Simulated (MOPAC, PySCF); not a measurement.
Bond stretch in HCl, singlet.

Levels of theory: RKS-BP86/6-31G* = PySCF with restricted BP86/6-31G*, spherical d; UCCSD = CCSD on UHF/6-31G, 5 core orbitals frozen in PySCF; UHF/6-31G* = unrestricted Hartree-Fock/6-31G*, spherical d (PySCF); UKS-PBE = unrestricted PBE/6-31G in PySCF 2.14.0; PM7, restricted, heats of formation (MOPAC).

Energies are in eV, each relative to the lowest point of its own curve near equilibrium.

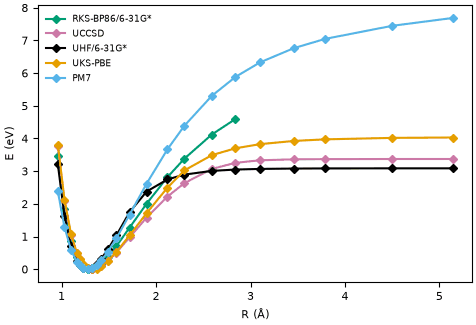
Figure: Energy against bond length for each method.

| R / Å | RKS-BP86/6-31G* | UCCSD | UHF/6-31G* | UKS-PBE | PM7 |
|---|---|---|---|---|---|
| 0.96 | 3.451 | 3.774 | 3.205 | 3.810 | 2.380 |
| 1.03 | 1.847 | 2.095 | 1.634 | 2.126 | 1.288 |
| 1.10 | 0.863 | 1.042 | 0.696 | 1.066 | 0.588 |
| 1.16 | 0.367 | 0.493 | 0.250 | 0.509 | 0.229 |
| 1.19 | 0.209 | 0.310 | 0.119 | 0.322 | 0.118 |
| 1.23 | 0.074 | 0.142 | 0.022 | 0.149 | 0.029 |
| 1.28 | 0.000 | 0.029 | 0.000 | 0.032 | 0.000 |
| 1.32 | 0.002 | 0.000 | 0.044 | 0.000 | 0.031 |
| 1.37 | 0.061 | 0.022 | 0.158 | 0.020 | 0.126 |
| 1.42 | 0.170 | 0.093 | 0.322 | 0.092 | 0.270 |
| 1.49 | 0.378 | 0.249 | 0.608 | 0.254 | 0.535 |
| 1.58 | 0.707 | 0.511 | 1.035 | 0.530 | 0.949 |
| 1.72 | 1.275 | 0.977 | 1.749 | 1.036 | 1.673 |
| 1.90 | 2.006 | 1.580 | 2.378 | 1.716 | 2.620 |
| 2.12 | 2.815 | 2.223 | 2.747 | 2.495 | 3.667 |
| 2.30 | 3.384 | 2.634 | 2.895 | 3.024 | 4.391 |
| 2.59 | 4.121 | 3.069 | 3.008 | 3.490 | 5.305 |
| 2.84 | 4.596 | 3.255 | 3.049 | 3.699 | 5.882 |
| 3.10 | — | 3.333 | 3.069 | 3.826 | 6.328 |
| 3.46 | — | 3.362 | 3.080 | 3.925 | 6.766 |
| 3.79 | — | 3.368 | 3.084 | 3.974 | 7.047 |
| 4.50 | — | 3.372 | 3.087 | 4.018 | 7.448 |
| 5.14 | — | 3.373 | 3.087 | 4.030 | 7.687 |

At the longest distance, 5.14 Å, PM7 lies highest above its minimum (7.687 eV) and UHF/6-31G* lowest (3.087 eV).

Dashes: no converged value, or the column stops at the first point that the program doubted or that broke a chosen test of continuity, which isn't proof of a fault.

The restricted form behind RKS-BP86/6-31G*, PM7 keeps the bonding electrons paired and can't separate into open-shell fragments. The unrestricted determinant behind UCCSD, UHF/6-31G* is spin-contaminated at 1.72 to 5.14 Å (<S²> up to 1.0, against 0.00 for a pure singlet). The unrestricted determinant behind UKS-PBE is spin-contaminated at 2.30 to 5.14 Å (<S²> up to 1.0, against 0.00 for a pure singlet).
